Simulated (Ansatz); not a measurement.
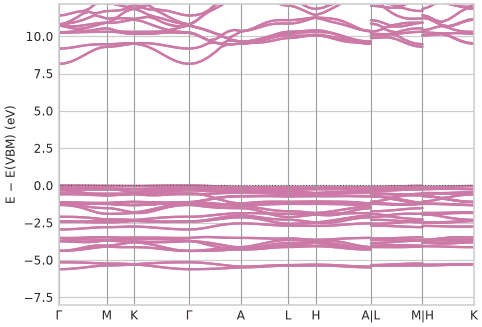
Fig. 1. Band structure from the program Ansatz at the r²SCAN with spin–orbit coupling level (PAW)

The gap is 8.15 eV; an edge lies off the plotted path or next to a special point (maximum off the standard path, minimum at Γ).

The material is Cs2LiAlF6 in space group P-3m1 (No. 164; Cs on 2d, Li on 1a, Al on 1b, F on 6i).

The first step of the workflow began from a Materials Project structure, measured or hypothetical; the Crystallography Open Database copy checked does not list it. Whether it is the stable phase at ambient conditions was not checked. The cell was relaxed with r²SCAN under the symmetry of its start; whether a distortion lowers the energy is not shown.

Potentials: the later of the program's two PAW sets.
